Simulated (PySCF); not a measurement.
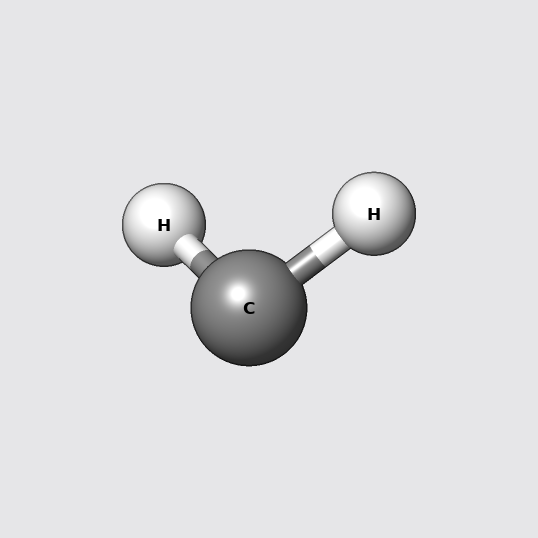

A ball-and-stick model of a molecule. Every bond is drawn as one stick, whatever its order.

The geometry was computed by an optimisation with PBE0-D3(BJ)/def2-SVP. No frequency run is at hand to confirm it as a minimum.

What is the molecular formula?

CH2, 3 atoms: 1 carbon and 2 hydrogen.

What is its SMILES?

[CH2]

Count the bonded pairs by element.

2 C–H.

Give the symmetry (Schoenflies symbol).

C2v.

More results for the same structure follow; atom numbers are the same in all pictures, views and colours differ.

## NMR shielding

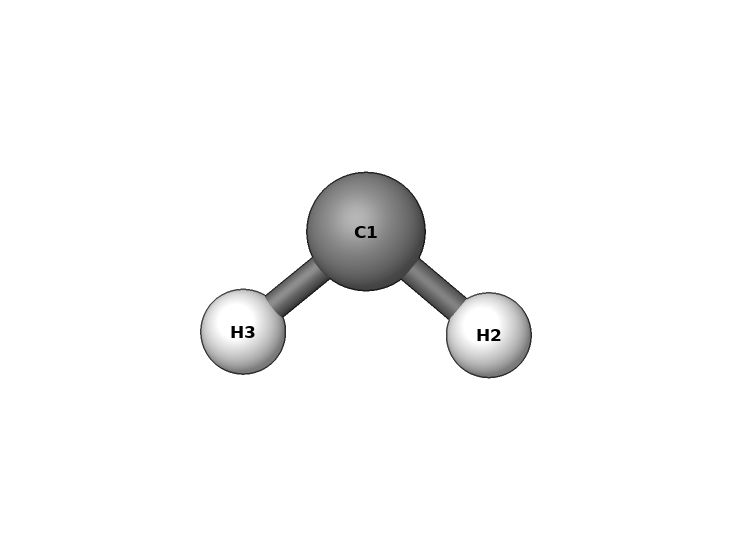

No frequency run is at hand to confirm it as a minimum. Level of theory: GIAO PBE0/pcSseg-1 NMR shielding, non-relativistic, IEF-PCM acetonitrile (PySCF 2.14.0). Principal shieldings σ11 ≤ σ22 ≤ σ33, span Ω = σ33 − σ11, skew κ = 3(σiso − σ22)/Ω.

Give the shielding tensors of the C atoms.

```tsv
atom	σ11	σ22	σ33	σiso	Ω	κ
C1	−2880.6	−391.1	211.9	−1019.9	3092.5	−0.61
```

Shieldings and span in ppm.

## Electronic properties

No frequency run is at hand to confirm it as a minimum. Method: CAM-B3LYP/def2-SVPD, gas phase (PySCF 2.14.0). Excitations: vertical, linear response.

Computed properties:

- dipole moment: 1.86 D
- HOMO energy (Kohn–Sham orbital): −8.82 eV
- LUMO energy (Kohn–Sham orbital): −2.25 eV
- HOMO–LUMO gap: 6.57 eV
- mean static polarisability: 15.7 bohr³
- lowest vertical singlet excitation: 1.35 eV
- its oscillator strength: 0.002
- brightest of the 6 lowest singlets: 6.94 eV
- its oscillator strength: 0.12

## Charges

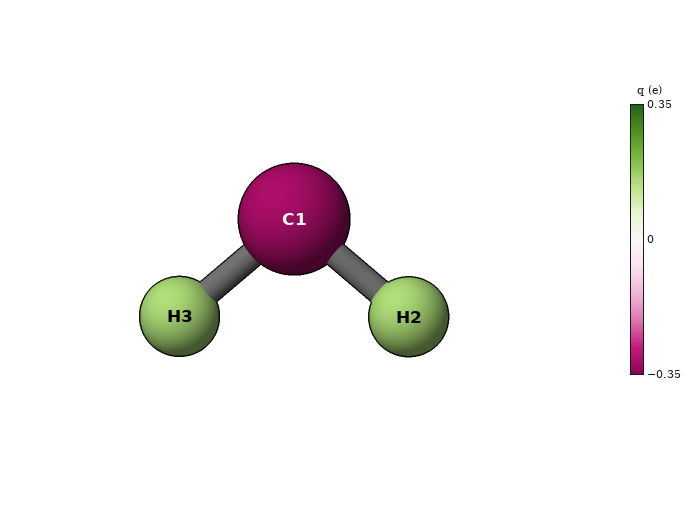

Atoms are coloured by their IAO charges. No frequency run is at hand to confirm it as a minimum. Level of theory: PBE0/pcSseg-1 in acetone (IEF-PCM) (PySCF 2.14.0).

List the IAO charges.

```tsv
atom	value (e)
C1	−0.32
H2	0.16
H3	0.16
```

The singlet of CH2 was imposed, and no run here tests it against higher spins, which may well lie lower.
